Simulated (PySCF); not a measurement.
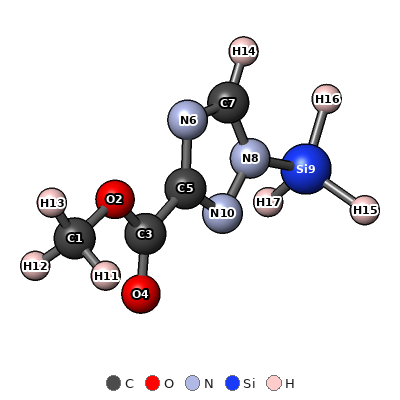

The molecule: C₄H₇N₃O₂Si, SMILES COC(=O)c1ncn([SiH3])n1.

Kohn-Sham orbital energies near the frontier, CAM-B3LYP/def2-SVPD, PySCF, at a PBE0-D3(BJ)/def2-SVP geometry (no frequency check), isolated molecule; empty levels in grey, levels within 0.03 eV side by side.

> Where do the frontier orbitals lie?

HOMO at −9.47 eV, LUMO at −0.12 eV, 9.35 eV apart.

> On which atoms do HOMO and LUMO mostly sit?

HOMO: N10 24 %, C5 20 %, N8 17 %. LUMO: N10 22 %, C3 16 %, C5 14 % (Löwdin shares).

> List the levels with the atoms that carry most of them (a dash for levels above zero or within 0.03 eV of another, where shares mean little).

```csv
orbital,energy (eV),Löwdin shares
LUMO+1,0.66,–
LUMO,−0.12,"N10 22 %, C3 16 %, C5 14 %"
HOMO,−9.47,"N10 24 %, C5 20 %, N8 17 %"
HOMO−1,−9.62,"O4 50 %, N6 14 %, O2 10 %"
HOMO−2,−10.08,"N6 40 %, N10 19 %, O4 17 %"
```

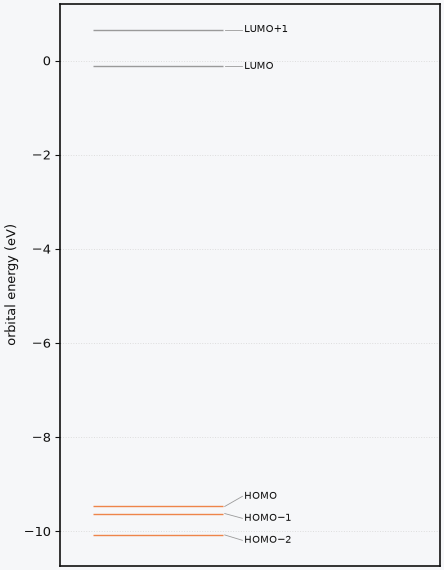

Known limits of this run: one conformer of a flexible molecule; empty levels above zero depend strongly on the basis.
